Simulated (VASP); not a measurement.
Band structure of MgO (relaxed from the CsCl type structure, space group Pm-3m). Computed with PBEsol GGA, VASP's PBE PAW potentials (set 64) (plane waves; VASP 6.6.1).

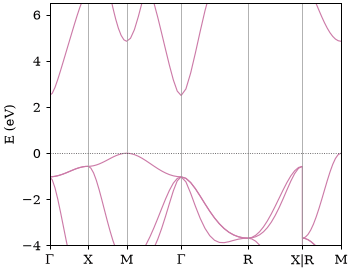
Fig. 1. Bands along high-symmetry lines, zero at the valence-band maximum or, without a gap, the Fermi level

Problem. Read the plot: is there a gap, and where are the band edges?

Solution. The gap is indirect, 2.50 eV, from the valence maximum at M to the conduction minimum at Γ. (Edges off the drawn lines would not show.)

The structure was generated: MgO was put into the CsCl type type (Pm-3m), which need not be its known phase. It was relaxed first, which changed the volume by -7 %.
